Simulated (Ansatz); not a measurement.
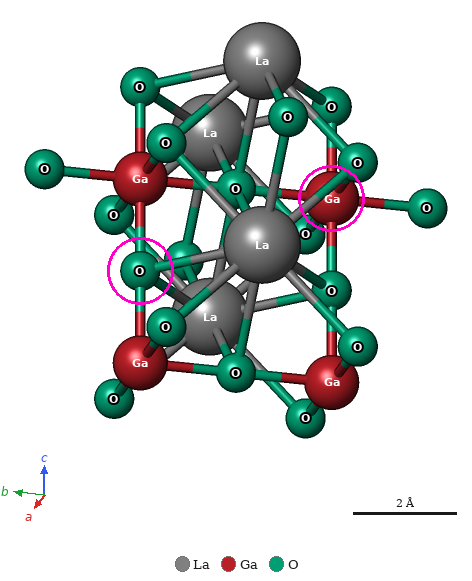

Perfect LaGaO$_{3}$. A ball-and-stick model of the atoms within 4.4 Å of one point, seen from a free direction.

Theory: Ansatz, DFT, PBEsol, PAW, plane waves. (plane-wave cutoff 420 eV; k-point mesh 1 × 1 × 1; mesh shifted by (0.25, 0.25, 0.25); no spin polarisation) Fermi-Dirac smearing of 0.01 eV. The axes drawn are those of the host's conventional cell.

A gallium atom is replaced by lithium and an oxygen atom is taken out (a vacancy), the two sites 4.3 Å apart at the ringed places, in charge state 0. The supercell has 40 sites, and the atoms are relaxed at the host's cell.

> Predict the relaxed surroundings of the defect.

In the host the Ga atom has 6 O at 1.93 Å; the Li atom ends with 6 O at 1.99 to 2.18 Å. Around the empty O site the host had 2 Ga at 1.93 Å; after relaxation the nearest atoms are 2 Ga at 2.03 to 2.06 Å, 1 O at 2.24 Å. Of the host's atoms, an oxygen atom moves furthest from its site, by 0.58 Å. The Li atom itself moves 0.06 Å from where it was put.

The relaxed defect, seen from the same direction:

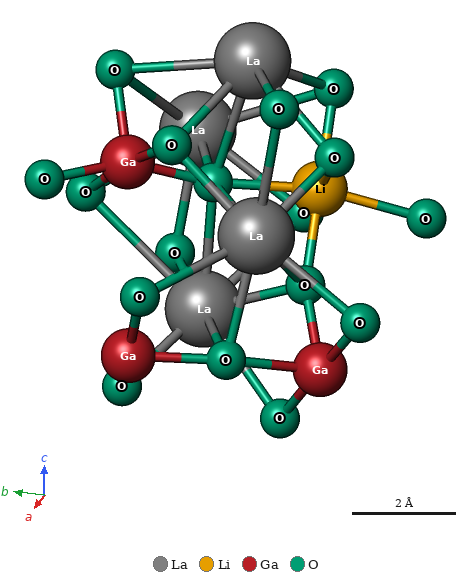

Limits of the set-up: the periodic images lie only 7.7 Å apart, so the values are limited by the cell's size.
